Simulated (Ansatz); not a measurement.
B2SiH3OF: several calculations on one system

## 1. Relaxation

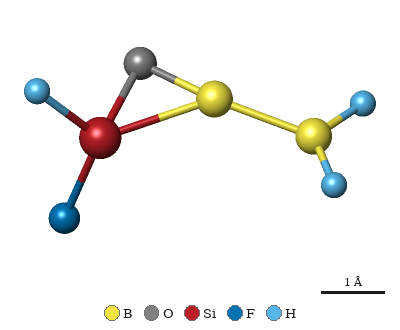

This is the input geometry for a relaxation of B₂SiH₃OF. The picture is a ball-and-stick view, seen face on.

The run prepares an end point of a later path (torsion) calculation, from a guessed geometry.

The calculation used RKS PBE/def2-SVP (Ansatz).

Input file:
```yaml
crystal:
  periodic: [false, false, false]
  atoms:
    - { symbol: B, position_ang: [1.2442, 0.8612, 1.1278] }
    - { symbol: B, position_ang: [-0.1438, 0.4846, 0.2318] }
    - { symbol: O, position_ang: [-1.0185, 0.6426, -0.9678] }
    - { symbol: Si, position_ang: [-0.9309, -1.0111, -0.7397] }
    - { symbol: F, position_ang: [-0.0611, -1.7499, -1.9521] }
    - { symbol: H, position_ang: [1.7341, 0.1145, 1.7874] }
    - { symbol: H, position_ang: [1.6418, 2.0112, 1.0691] }
    - { symbol: H, position_ang: [-2.3737, -1.4103, -0.6121] }
basis:
  gaussian: { orbitals: def2-SVP }
hamiltonian:
  xc: pbe
relax:
  f_tol: 0.015
  max_steps: 40
```

Run as
```bash
ansatz run input.yaml --threads 1 --pin off --max-ram 2048MiB --backend cpu --events-out ev --progress --plain --runs-dir out
```

### Predict the outcome.

The energy falls by 231.3 kJ/mol in 20 accepted moves (24 points after the start). The largest force component goes from 3.4 to 0.005 eV/Å. The line search rejected the trial steps at points 9, 17, 19, 23 of the run. The largest move after the best rigid fit is that of H7, 1.59 Å. By element the largest moves are H 1.59 Å, B 0.86 Å, Si 0.74 Å, F 0.64 Å, O 0.48 Å. Some distances before and after: B1–Si4 3.424 → 2.043 Å, O3–Si4 1.672 → 1.945 Å, B2–O3 1.493 → 1.286 Å, B1–H6 1.110 → 1.221 Å. Bond angles that change, for instance: B1–B2–Si4 139.9° → 65.8°, B1–B2–O3 151.8° → 132.4°, B2–Si4–O3 47.9° → 37.4°. Cost: 62 s on 1 thread of Arm Neoverse V2, on a shared host, peak memory 0.14 GiB.

The structure at the end:

```xyz
8

B     0.8291    0.4633    0.7590
B    -0.4084    1.2712    0.0181
O    -1.3665    0.8778   -0.7439
Si   -0.3259   -0.7349   -0.4259
F     0.1674   -1.1560   -1.9222
H     0.6594    0.2581    1.9502
H     1.9596    0.6312    0.3387
H    -1.4226   -1.6680   -0.0295
```

The end point in the same view:

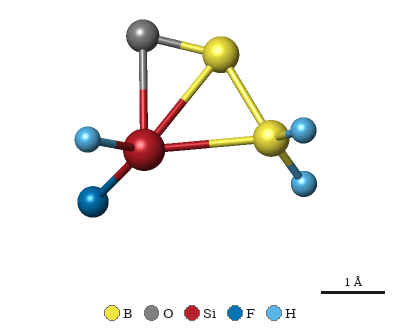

## 2. Relaxation

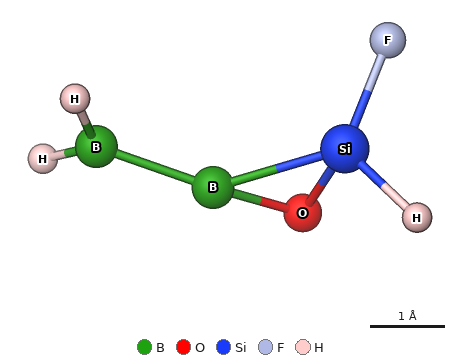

B$_{2}$SiH$_{3}$OF, before the relaxation. The picture is a ball-and-stick view, seen at a tilt.

The run prepares an end point of a later path (torsion) calculation, from a guessed geometry.

These are results of RKS PBE/def2-SVP (Ansatz), not measurements.

Input file:
```yaml
crystal:
  periodic: [false, false, false]
  atoms:
    - { symbol: B, position_ang: [1.2442, 0.8612, 1.1278] }
    - { symbol: B, position_ang: [-0.1438, 0.4846, 0.2318] }
    - { symbol: O, position_ang: [-1.42461, -0.25825, 0.03995] }
    - { symbol: Si, position_ang: [-1.79919, 1.31759, -0.37341] }
    - { symbol: F, position_ang: [-2.82103, 2.01514, 0.74084] }
    - { symbol: H, position_ang: [1.7341, 0.1145, 1.7874] }
    - { symbol: H, position_ang: [1.6418, 2.0112, 1.0691] }
    - { symbol: H, position_ang: [-2.32742, 1.182, -1.77337] }
basis:
  gaussian: { orbitals: def2-SVP }
hamiltonian:
  xc: pbe
relax:
  f_tol: 0.015
  max_steps: 40
```

Run as
```bash
ansatz run input.yaml --threads 1 --pin off --max-ram 2048MiB --backend cpu --events-out ev --progress --plain --runs-dir out
```

Q: Predict the outcome.

A: After 19 accepted moves (21 points after the start) the energy has fallen by 2.366 eV. The largest force component goes from 3.7 to 0.0072 eV/Å. The line search rejected the trial steps at points 8, 17 of the run. The atom that moves furthest after the best rigid fit is H6 (1.53 Å). By element the largest moves are H 1.53 Å, B 0.81 Å, Si 0.72 Å, F 0.62 Å, O 0.47 Å. Some distances before and after: B1–Si4 3.424 → 2.042 Å, O3–Si4 1.672 → 1.947 Å, B2–O3 1.493 → 1.286 Å, B1–H6 1.110 → 1.218 Å. Among the angles between lasting bonds that change: B1–B2–Si4 139.9° → 65.8°, B1–B2–O3 151.8° → 132.4°, B2–Si4–O3 47.9° → 37.3°. The run took 56 s on 1 thread of Arm Neoverse V2, with other jobs on the host, peak memory 0.14 GiB.

Final geometry:

```xyz
8

B     0.6249    1.0479    0.8380
B    -0.1170   -0.3265    0.2961
O    -1.2423   -0.5303   -0.2916
Si   -1.2394    1.3819    0.0735
F    -2.5246    1.5711    1.0596
H     0.7082    1.2269    2.0395
H     1.5149    1.4592    0.1102
H    -1.6206    1.8977   -1.2752
```

The end point in the same view:

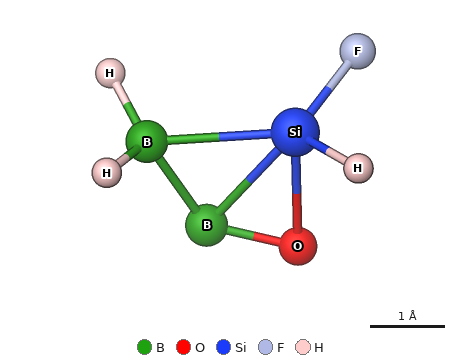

## 3. Path

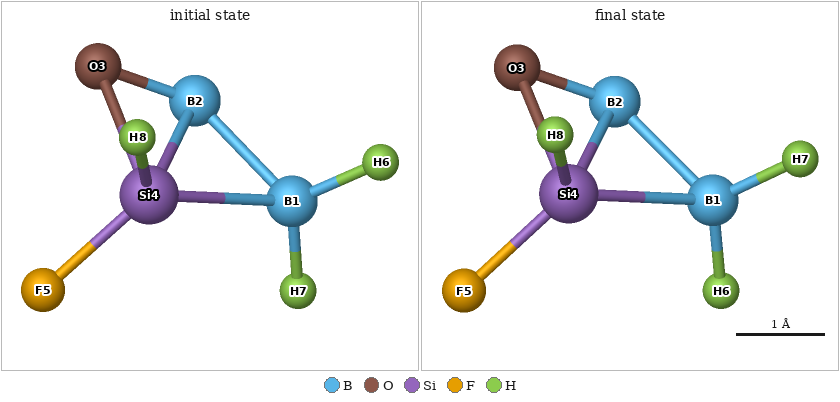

The two relaxed end points of a path for B₂SiH₃OF. The picture is a ball-and-stick view, seen at a tilt.

The calculation used Ansatz, RKS PBE/def2-SVP.

Input
```yaml
crystal:
  periodic: [false, false, false]
  atoms:
    - { symbol: B, position_ang: [0.86407, 0.458146, 0.723127] }
    - { symbol: B, position_ang: [-0.457357, 1.247916, 0.12045] }
    - { symbol: O, position_ang: [-1.452751, 0.852956, -0.591207] }
    - { symbol: Si, position_ang: [-0.326163, -0.725985, -0.440763] }
    - { symbol: F, position_ang: [0.070707, -1.044242, -1.990195] }
    - { symbol: H, position_ang: [0.792477, 0.182421, 1.910038] }
    - { symbol: H, position_ang: [1.952191, 0.698796, 0.232233] }
    - { symbol: H, position_ang: [-1.351074, -1.727208, -0.019284] }
basis:
  gaussian: { orbitals: def2-SVP }
hamiltonian:
  xc: pbe
neb:
  order_check: false
  images: 7
  f_tol: 0.03
  max_iterations: 60
  initial_path: idpp
  final_atoms:
    - { symbol: B, position_ang: [0.86428238, 0.45790413, 0.7221376] }
    - { symbol: B, position_ang: [-0.45537862, 1.24884708, 0.11729971] }
    - { symbol: O, position_ang: [-1.45260378, 0.85477331, -0.59226915] }
    - { symbol: Si, position_ang: [-0.3265438, -0.72592455, -0.44070144] }
    - { symbol: F, position_ang: [0.07159584, -1.0452152, -1.98972664] }
    - { symbol: H, position_ang: [1.95539327, 0.6943949, 0.23618023] }
    - { symbol: H, position_ang: [0.78638981, 0.18512965, 1.90977003] }
    - { symbol: H, position_ang: [-1.3510351, -1.72710933, -0.01829134] }
```

Launched with:
```bash
ansatz run input.yaml --threads 1 --pin off --max-ram 2048MiB --backend cpu --events-out ev --progress --plain --runs-dir out
```

Predict the minimum-energy path and its barrier.

Answer. The two ends have the same energy, and the highest point, image 4, lies 44.6 kcal/mol above the start. The motion is a rotation about the B1–B2 bond. No bond forms or breaks between the ends. Among the angles between lasting bonds that change up to the highest image: B2–B1–H7 118.2° → 52.3°, B2–B1–H6 114.6° → 162.9°. The band converged in 19 iterations, with a climbing image at the top. At the top, the vibrational analysis gives one imaginary mode (863i cm⁻¹), as a transition state must have.

Energies of the converged images:

| image | path (Å) | E (kcal/mol) |
| --- | --- | --- |
| 0 | 0.00 | 0.0 |
| 1 | 0.62 | 2.2 |
| 2 | 1.24 | 10.8 |
| 3 | 1.86 | 26.6 |
| 4 | 2.47 | 44.6 |
| 5 | 3.06 | 27.4 |
| 6 | 3.65 | 10.7 |
| 7 | 4.24 | 2.1 |
| 8 | 4.83 | 0.0 |

The geometry at the top of the path:

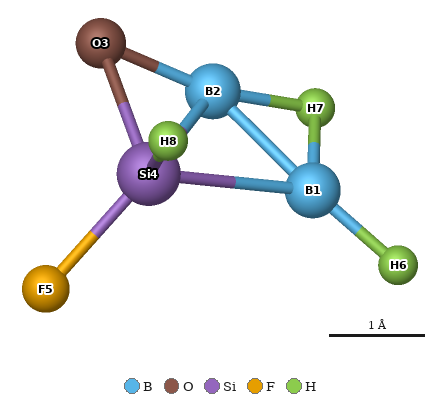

The run took 4.8 min on 1 thread of Arm Neoverse V2 (shared host), peak memory 0.1 GiB.
